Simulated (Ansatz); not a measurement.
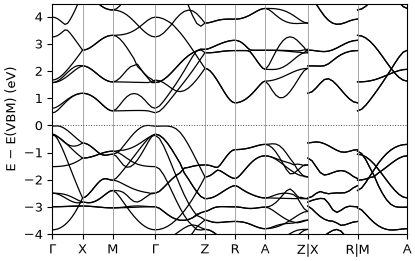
Figure. Band structure from DFT-PBE in the program Ansatz with PAW potentials

Read off the gap and where the band edges lie.

About 0.5 eV (0.46 eV by a search for the band edges); maximum on the M–Γ line, 82 % of the way from M, minimum at Γ.

The material is ZrS2 (rutile, P4_2/mnm).

The cell is a constructed one: a structure type filled with these elements; neither database checked (COD, Materials Project) lists it. Whether it is the stable phase at ambient conditions was not checked. The cell was relaxed with PBE under the symmetry of its start; its stability against distortions is not shown here. The run is not spin-polarised. Scalar-relativistic: spin–orbit coupling is off unless named, which matters more the heavier the elements.

Potentials: the later of the program's two PAW sets.
